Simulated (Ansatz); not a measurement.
# Formation energy and levels of the vacancy V_Cl in K3BrCl2 (P-3m1)

Wanted: the transition levels of a vacancy in K3BrCl2 (P-3m1), from a cell of 54 host atoms with 1 Cl taken out.

Method: place-levels on PBEsol runs: charge-transition levels and formation energies with image-charge correction and potential alignment at the atomic sites, in Ansatz 0.2.0.

## (1) The starting structure

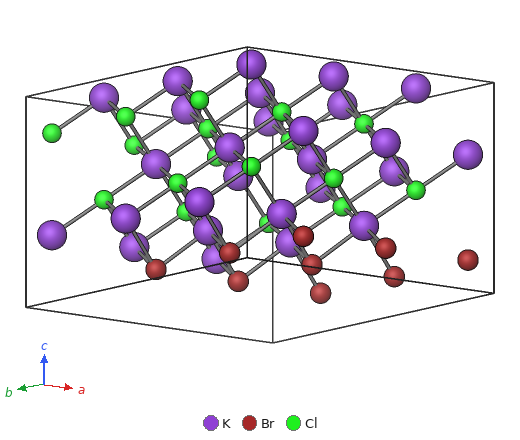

The cell as given, from a free direction (potassium purple, bromine red, chlorine green). Bonds to atoms that aren't drawn are left out.

The cell holds 53 atoms: 27 K, 9 Br and 17 Cl. Cell: a = 13.448 Å, b = 13.448 Å, c = 11.001 Å, α = 90.0°, β = 90.0°, γ = 120.0°. It derives from K3BrCl2 (space group P-3m1). Nearest the centre at fractional (0.556, 0.444, 0.339): K20 at 3.14 Å, K43 at 3.14 Å, K26 at 3.14 Å, K42 at 3.14 Å, K25 at 3.14 Å, K48 at 3.14 Å, Cl23 at 4.39 Å, Cl46 at 4.39 Å.

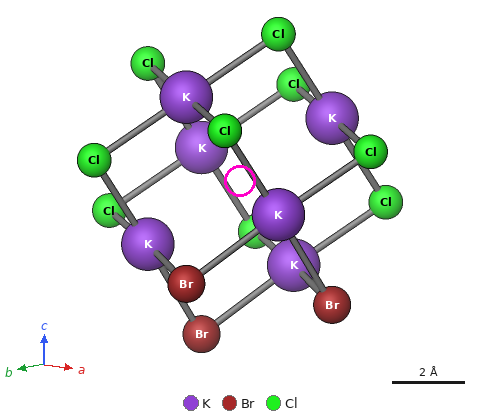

The atoms within 5 Å of the centre. A ring marks the centre wherever it is empty.

As a file:

```xyz
53
Lattice="13.4481 0.0000 0.0000 -6.7240 11.6464 0.0000 0.0000 0.0000 11.0008" Properties=species:S:1:pos:R:3 pbc="T T T"
K     0.0000    0.0000    5.5004
K     0.0000    2.5881    1.9516
K     2.2413    1.2940    9.0493
Br    0.0000    0.0000    0.0000
Cl    0.0000    2.5881    7.2760
Cl    2.2413    1.2940    3.7249
K    -2.2413    3.8821    5.5004
K    -2.2413    6.4702    1.9516
K     0.0000    5.1762    9.0493
Br   -2.2413    3.8821    0.0000
Cl   -2.2413    6.4702    7.2760
Cl    0.0000    5.1762    3.7249
K    -4.4827    7.7643    5.5004
K    -4.4827   10.3524    1.9516
K    -2.2413    9.0583    9.0493
Br   -4.4827    7.7643    0.0000
Cl   -4.4827   10.3524    7.2760
Cl   -2.2413    9.0583    3.7249
K     4.4827    0.0000    5.5004
K     4.4827    2.5881    1.9516
K     6.7240    1.2940    9.0493
Br    4.4827    0.0000    0.0000
Cl    4.4827    2.5881    7.2760
Cl    6.7240    1.2940    3.7249
K     2.2413    3.8821    5.5004
K     2.2413    6.4702    1.9516
K     4.4827    5.1762    9.0493
Br    2.2413    3.8821    0.0000
Cl    2.2413    6.4702    7.2760
K     0.0000    7.7643    5.5004
K     0.0000   10.3524    1.9516
K     2.2413    9.0583    9.0493
Br    0.0000    7.7643    0.0000
Cl    0.0000   10.3524    7.2760
Cl    2.2413    9.0583    3.7249
K     8.9654    0.0000    5.5004
K     8.9654    2.5881    1.9516
K    11.2067    1.2940    9.0493
Br    8.9654    0.0000    0.0000
Cl    8.9654    2.5881    7.2760
Cl   11.2067    1.2940    3.7249
K     6.7240    3.8821    5.5004
K     6.7240    6.4702    1.9516
K     8.9654    5.1762    9.0493
Br    6.7240    3.8821    0.0000
Cl    6.7240    6.4702    7.2760
Cl    8.9654    5.1762    3.7249
K     4.4827    7.7643    5.5004
K     4.4827   10.3524    1.9516
K     6.7240    9.0583    9.0493
Br    4.4827    7.7643    0.0000
Cl    4.4827   10.3524    7.2760
Cl    6.7240    9.0583    3.7249
```

The host's dielectric constants go in as inputs: 2.47 for the electrons alone, 5.30 with the ions, from a response run on this crystal (DFPT, PBEsol) at that run's own cell.

The cell's shortest repeat is 11.0 Å.

## (2) The runs of each charge state

Levels follow from differences of total energies between charge states, each relaxed by itself.

Each atom starts 0.05 Å or so off its site in a random direction: a symmetric start keeps its symmetry, and would miss off-centre moves and Jahn–Teller distortions. Forces are taken at one point at (¼, ¼, ¼). The cell holds 1 electron more than the neutral one, with a uniform background that keeps it neutral on the whole.

The sampling was tested on the host first: at the k-points planned (1x1x1 shifted 0.25 0.25 0.25) its energy lies 0.000 eV an atom from the dense-mesh value, under the bound of 0.02 eV set for this test; that bounds the host's error, not the defect's.

One of the inputs; charge, spin and start change from state to state.

The input, qm1.relax/input.yaml:

```yaml
crystal:
  lattice:
    - [4.48269932, 3.0e-08, 0.0]
    - [-2.24134968, 3.88213147, 0.0]
    - [0.0, 0.0, 11.00083486]
  atoms:
    - { symbol: K, position: [0.0, 0.0, 0.5] }
    - { symbol: K, position: [0.33333333, 0.66666667, 0.17740122] }
    - { symbol: K, position: [0.66666667, 0.33333333, 0.82259878] }
    - { symbol: Br, position: [0.0, 0.0, 0.0] }
    - { symbol: Cl, position: [0.33333333, 0.66666667, 0.6614024] }
    - { symbol: Cl, position: [0.66666667, 0.33333333, 0.3385976] }
  supercell: [3, 3, 1]
  defects: [{ vacancy: 29 }]
total_charge: -1
basis:
  ecutwfc: 420
  xc_grid: 2
hamiltonian:
  xc: pbesol
kpoints:
  mp_grid: { grid: [1, 1, 1], shift: [0.25, 0.25, 0.25] }
scf:
  occupations: { method: fixed }
  max_iter: 80
output:
  forces: true
  charged_corrections: { epsilon: 2.47, static_epsilon: 5.3 }
relax:
  f_tol: 0.02
  max_steps: 80
  random_displacement: { amplitude: 0.05, seed: 6208 }
checkpoint:
  write: "../qm1.relax.run"
  compress: false
  write_wavefunctions: true
  write_every: 100000
```

The run is started by

```
$ ansatz run input.yaml --threads 4 --pin off --max-ram 14131MiB --backend cpu --events-out ev --progress --plain --runs-dir out
```

Defect states can disperse in a cell of this size, so the energy is taken again at a 2×2×2 shifted mesh, on the relaxed structure.

The run of this state that the levels use, under PBEsol:

The input, qm1.point/input.yaml:

```yaml
crystal:
  checkpoint: "../qm1.relax.run"
  host: checkpoint
total_charge: -1
basis:
  ecutwfc: 420
  xc_grid: 2
hamiltonian:
  xc: pbesol
kpoints:
  mp_grid: { grid: [2, 2, 2], shift: [0.5, 0.5, 0.5] }
scf:
  occupations: { method: fermi_dirac, width: 0.01 }
  max_iter: 80
output:
  forces: true
  eigenvalues: true
  charged_corrections:
    epsilon: 2.47
    static_epsilon: 5.3
    defect_position: [0.555556, 0.444444, 0.338598]
  eigenstates: { localisation: true }
  populations: true
  band_densities: [{ bands: [v1, v1] }, { bands: [c1, c1] }]
  write_density: true
  write_potential: true
  volumetric_format: npy
checkpoint:
  read: "../qm1.relax.run"
  write: "../qm1.point.run"
  compress: false
  write_wavefunctions: false
  write_every: 100000
```

Relaxations under PBEsol at one point at (¼, ¼, ¼); times on 4 threads of Arm Neoverse V2, shared host:

```csv
charge,moment (μB),occupations,outcome,steps,largest displacement against the far atoms (Å),time
−1,0,fixed,converged,5,0.09,78 s
0,1,fixed,converged,3,0.05,1.9 min
+1,0,fixed,converged,4,0.27,69 s
−1,2,fixed,converged,4,0.05,2.4 min
```

Single points under PBEsol at a 2×2×2 shifted mesh; times on 4 threads of Arm Neoverse V2, shared host:

```csv
charge,moment (μB),occupations,outcome,time
−1,0,fermi-dirac,converged,2.3 min
0,1,fermi-dirac,converged,5.2 min
+1,0,fermi-dirac,converged,2.1 min
−1,2,fermi-dirac,converged,5.3 min
```

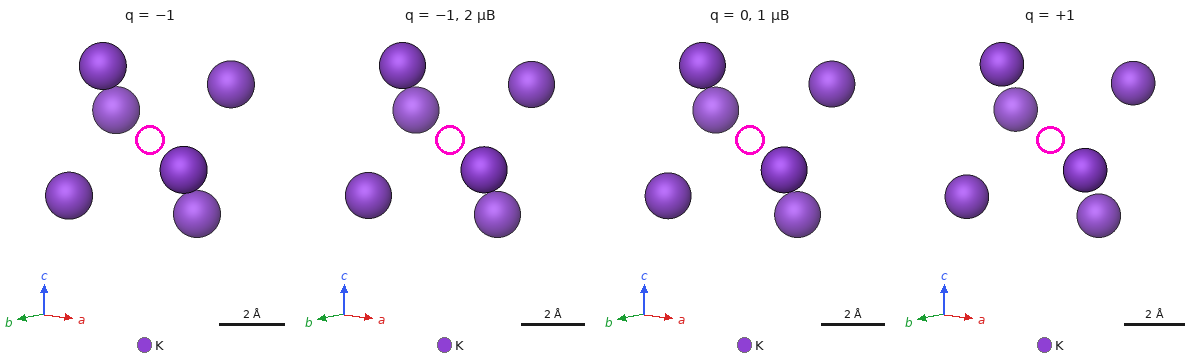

The structures near the centre after relaxation with PBEsol, by charge. A ring marks the centre wherever it is empty. Bonds to atoms that aren't drawn are left out.

Distances (Å) from the ideal centre to the nearest atoms after relaxation with PBEsol:

```csv
charge,moment (μB),1.,2.,3.,4.,5.,6.
−1,0,K 3.07,K 3.07,K 3.07,K 3.07,K 3.07,K 3.08
−1,2,K 3.15,K 3.15,K 3.15,K 3.17,K 3.18,K 3.19
0,1,K 3.17,K 3.17,K 3.18,K 3.18,K 3.19,K 3.19
+1,0,K 3.39,K 3.39,K 3.39,K 3.40,K 3.40,K 3.41
```

## (3) Levels against the band edges, PBEsol

A charged cell interacts with its images and the background, and its potential has another zero than the host's. place-levels removes the first by a point-charge model, screened by the static dielectric constant since the ions have relaxed around the charge, and the second by comparing potentials at atoms far from the defect.

The host is a run of the defect-free crystal in the same cutoffs, grids and k-points, so that basis and sampling errors cancel in part in the differences. The host is run in a cell of 6 atoms on a matching mesh. Its band edges are searched through the zone by a band path, so the gap is smaller than, or equal to, that on the mesh. Chemical potentials are energies per atom of Cl (Cl2 molecule), run with the same functional and cutoff.

The input, levels.point.yaml:

```yaml
host:
  run: host.point.run
states: [qm1.point.run, q0_M1.point.run, qp1.point.run, qm1_M2.point.run]
geometry_from:
  qm1.point.run: qm1.relax.run
  q0_M1.point.run: q0_M1.relax.run
  qp1.point.run: qp1.relax.run
  qm1_M2.point.run: qm1_M2.relax.run
  host.point.run: host.relax.run
chemical_potentials:
  Cl:
    energy: -1060.711994
    dataset: "<sha256 of the dataset>"
epsilon: 2.47
static_epsilon: 5.3
vertical:
  - { from: qm1.point.run, to: qm1.point_neutral.run }
  - { from: qp1.point.run, to: qp1.point_neutral.run }
  - { from: qm1_M2.point.run, to: qm1_M2.point_neutral.run }
```

The run is started by

```
$ ansatz place-levels levels.point.yaml -- --threads 4 --pin off --max-ram 14131MiB
```

Numbers of over 12 decimals in the logs are rounded to 6 here.

The log of the run:

```text
[... repeated set-up lines and file paths are left out, and long positions are rounded to six places ...]
(+1/0) 3.631 eV above the valence edge, 0.910 eV under the conduction edge
(0/-1) 4.715 eV above the valence edge (+4.729 eV without the band-filling correction), in the conduction band
formation energy of charge +1: +0.818 eV with the Fermi level at the valence edge
formation energy of charge 0: +4.449 eV with the Fermi level at the valence edge
formation energy of charge -1: +9.164 eV with the Fermi level at the valence edge
vertical -1 to 0: no energy, since no alignment is typed
  the change from vertical[0].from (qm1.point.run) to vertical[0].to (qm1.point_neutral.run): by its potential at epsilon 2.47 it stands at 0.556 0.444 0.348, with an rms radius of about 3.4 Å (2.0 2.0 2.0 Å across the planes of the cell's vectors); [...]
vertical +1 to 0: no energy, since no alignment is typed
  the change from vertical[1].from (qp1.point.run) to vertical[1].to (qp1.point_neutral.run): by its potential at epsilon 2.47 it stands at 0.555 0.444 0.342, with an rms radius of about 2.3 Å (1.3 1.3 1.4 Å across the planes of the cell's vectors); [...]
vertical -1 to 0: no energy, since no alignment is typed
  the change from vertical[2].from (qm1_M2.point.run) to vertical[2].to (qm1_M2.point_neutral.run): by its potential at epsilon 2.47 it stands at 0.053 0.946 0.403, with an rms radius of about 7.5 Å (4.4 4.5 4.0 Å across the planes of the cell's vectors); [...]
  edges by pbesol, gap 4.541 eV; the host is sampled to repeats of 26.90 Å
  the defect's cells are sampled to repeats of 26.90 Å, like sampling
  charge +1: -83696.8443 eV with its correction of +0.192 eV, at epsilon 5.3, aligned at sites: -0.1302 eV, mean over 28 atomic sites at or beyond 5.50 Å from the defect at [0.5556, 0.4444, 0.3386], with +0.000000 for the charge's moments and without [...]
  charge 0: +0.000 eV for its dipole among its images, +0.000 omitted
  charge -1: -83685.8459 eV with its correction of +0.367 eV, at epsilon 5.3, aligned at sites: -0.0444 eV, mean over 28 atomic sites at or beyond 5.50 Å from the defect at [0.5556, 0.4444, 0.3386], with -0.003655 for the charge's moments and without [...]
  charge -1: states[3] (qm1_M2.point.run) stands 0.543 eV higher, with a moment of 2.00 μB against 0.00
  of states[2] (qp1.point.run): its displacements don't fall off away from the defect: farther atoms stand 0.038 Å off the host's places. [...]
  of states[0] (qm1.point.run): it parts from the run at its places by a charge that spreads by about 2 Å along one vector (1.9 Å or more is wide), by its potential at epsilon 2.47, taken for that of held ions (one typed too small widens it), where the cell [...]
  of states[3] (qm1_M2.point.run): it parts from the run at its places by a charge that spreads by about 4.5 Å along one vector (2 Å or more is wide), by its potential at epsilon 2.47, taken for that of held ions (one typed too small widens it), where the [...]
  of vertical[0].from (qm1.point.run): its displacements don't fall off away from the defect: farther atoms stand 0.012 Å off the host's places. [...]
  of vertical[0].to (qm1.point_neutral.run): its displacements don't fall off away from the defect: farther atoms stand 0.012 Å off the host's places. [...]
  of vertical[1].from (qp1.point.run): its displacements don't fall off away from the defect: farther atoms stand 0.038 Å off the host's places. [...]
  of vertical[1].to (qp1.point_neutral.run): its displacements don't fall off away from the defect: farther atoms stand 0.038 Å off the host's places. [...]
  of vertical[2].from (qm1_M2.point.run): its displacements don't fall off away from the defect: farther atoms stand 0.015 Å off the host's places. [...]
  of vertical[2].to (qm1_M2.point_neutral.run): its displacements don't fall off away from the defect: farther atoms stand 0.015 Å off the host's places. [...]
```

Elapsed: 0.37 s, on 4 threads of Arm Neoverse V2, shared host.

Under PBEsol the gap is 4.54 eV, (+1/0) 3.63, (0/−1) 4.72 (outside the gap) (with band filling) eV.

Levels between the charges placed, in eV above the valence top:

```csv
,gap (eV),(+1/0),(0/−1)
PBEsol,4.54,3.63,4.72
```

Corrections by state:

```csv
charge,moment (μB),image terms and alignment (eV),band filling (eV),ε used,"over the lowest of its charge, as the program ranks them, band filling apart (eV)"
+1,0.0,0.192,-,5.30,0.000
0,1.0,0.000,-,-,0.000
−1,0.0,0.367,-0.014,5.30,0.000
−1,2.0,0.321,-,5.30,0.543
```

The charged structures listed were also run neutral, and place-levels reads from each pair, by the potential or the spins, how wide the charge is by which they differ; that can be the carrier of either run.

```csv
charge,rms radius (Å),spread where it is widest against the cell (Å),wide from (Å),reading
+1,2.3,1.35,1.91,narrow
−1,3.4,1.97,1.91,wide
```

The neutral runs of these pairs need not share the spin of the lowest neutral state, and very wide values only mean spread over the cell.

From the program's caveats on the states, each cut to its opening words:

- charge +1: its displacements don't fall off away from the defect: farther atoms stand 0.038 Å off the host's places
- charge −1: it parts from the run at its places by a charge that spreads by about 2 Å along one vector (1.9 Å or more is wide), by its potential at epsilon 2.47, taken for [...]
- charge −1: a band-filling correction moves a carrier to the host's band edge, which changes its energy by -0.014 eV
- charge −1: its displacements don't fall off away from the defect: farther atoms stand 0.012 Å off the host's places
- charge −1 (2 μB): it parts from the run at its places by a charge that spreads by about 4.5 Å along one vector (2 Å or more is wide), by its potential at epsilon 2.47, taken for [...]
- charge −1 (2 μB): its displacements don't fall off away from the defect: farther atoms stand 0.015 Å off the host's places
- charge −1 (2 μB): its moments are held at its close (magnetization.spin_locking), by a field of 0.310 eV a Bohr magneton, and its energy and levels are of the state that this [...]

Chemical potentials of the elements' reference phases, run alike. Formation energy by charge state (elemental references; gap 4.54 eV):

```csv
charge,at valence top (eV),at conduction bottom (eV),correction included (eV)
+1,0.82,5.36,0.19
0,4.45,4.45,0.00
−1,9.16,4.62,0.35
```

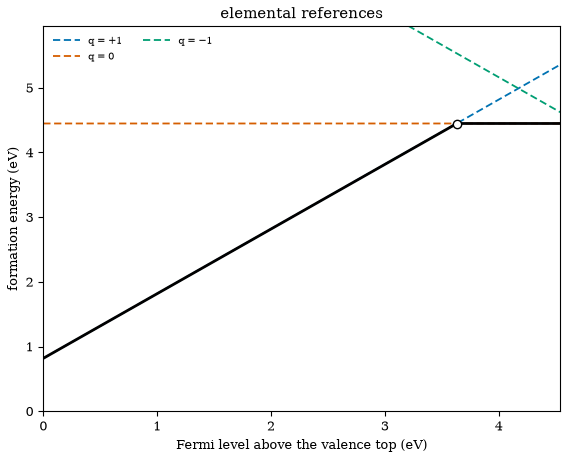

Formation energy against Fermi level; the thick line follows the lowest charge state and circles mark the transition levels.

Charge transition levels, in eV, zero at the valence-band top of the host:

```csv
,conduction bottom,valence top
V_Cl,4.54,0.00
```

```csv
,level,energy (eV)
V_Cl,(+1/0),3.63
V_Cl,(0/−1),4.72
```

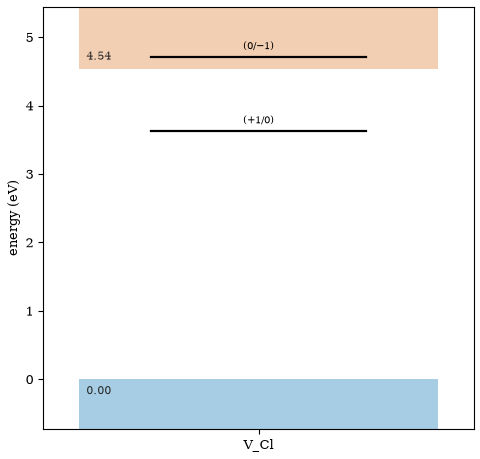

Charge transition levels. Shaded: valence and conduction bands.

(Part 1 of 2 ends here.)

[Logs are printed without paths, hosts, clocks, repeated set-up lines and the standing remarks that a program may print on its own settings, such as how far it seeks lower states.]

[Hosts, paths, dates, database ids (printed as entryN), source tags and the programs' standing remarks are cut or masked in the printed files.]

[Where a table of states has a column of steps, it counts the stored structures, which are thinned; the runs took as many ionic steps or more.]

[A defect's name tells the site on which it was built; relaxed atoms can leave that site.]

[For some hosts the program warned that the k-mesh of the response run may be too coarse for force constants and the static dielectric constant; such warnings are not shown here.]
